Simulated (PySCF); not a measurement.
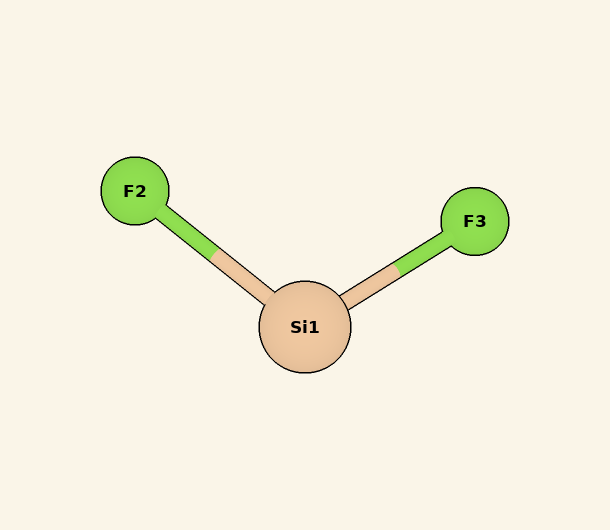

The geometry was computed by an optimisation with PBE0-D3(BJ)/def2-SVP. No frequency run is at hand to confirm it as a minimum. Level of theory: delta-SCF UKS SCAN, pcX-2 on the ionised atom (unc-x2c-TZVPall on a metal), pcseg-1 elsewhere, spin-free X2C (PySCF 2.14.0).

Give the core-electron binding energies (to vacuum; p and d levels without spin–orbit splitting) of Si1 1s, Si1 2p, F2 1s.

```json
{"atom": "Si1", "level": "1s", "binding energy (eV)": "1850.3"}
{"atom": "Si1", "level": "2p", "binding energy (eV)": "110.3"}
{"atom": "F2", "level": "1s", "binding energy (eV)": "692.9"}
```
